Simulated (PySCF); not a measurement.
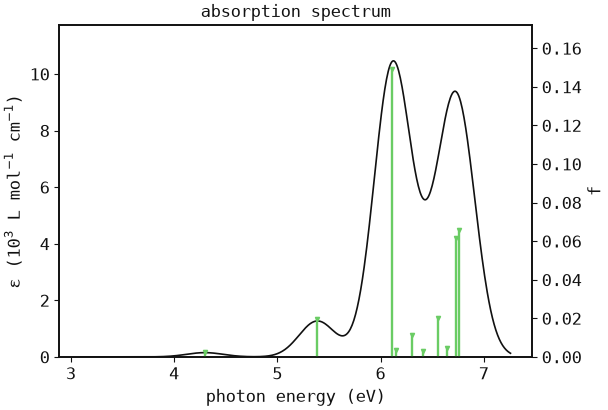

Vertical TDDFT excitations, B3LYP/def2-SVPD in PySCF 2.14.0, at a PBE0-D3(BJ)/def2-SVP geometry (no frequency check), gas phase. Only the first 10 singlet excitations are included; each is broadened by a Gaussian of 1/e half-width 0.25 eV. Sticks give oscillator strengths (right axis).

> Which molecule gives this spectrum?
A. BGe₂SiH₉, SMILES [BH2][Ge@H]([SiH3])[GeH3], singlet
B. CH₂B₃F₃O₃S, SMILES FC(F)(F)SB1OBOBO1
C. C₄H₁₁NSi₂, SMILES C/N=C/[SiH]1C[SiH2]C1
D. C₇H₁₄GeO, SMILES [GeH3][O][C@@H]1CC[C@@H]2C[C@@H]2C1, singlet

C. Its lowest singlet lies at 4.30 eV (f = 0.002) and the brightest of those computed is S3 at 6.11 eV (203 nm), f = 0.150, mainly HOMO−2 → LUMO (87 %) (S4 lies within 0.06 eV, too close to order).

Known limits of this run: one conformer of a flexible molecule; core orbitals are frozen in the response.
